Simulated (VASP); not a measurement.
Band structure of Al2O3 (space group R3m). Calculation: PBEsol GGA, VASP's PBE PAW potentials (set 64) (plane waves; VASP).

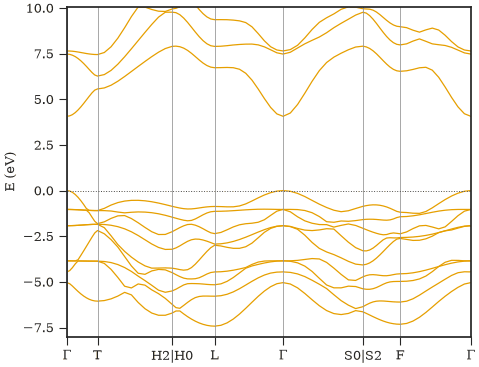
Fig. 1. Bands along high-symmetry lines, zero at the valence-band maximum or, without a gap, the Fermi level

**Question.** Read the plot: is there a gap, and where are the band edges?

**Answer.** The gap is direct, 4.07 eV, from the valence maximum at Γ to the conduction minimum at Γ. (Edges off the drawn lines would not show.)

The structure comes from a computed database's Al2O3 entry (R3m); how it stands against other phases isn't given here. It was relaxed first.
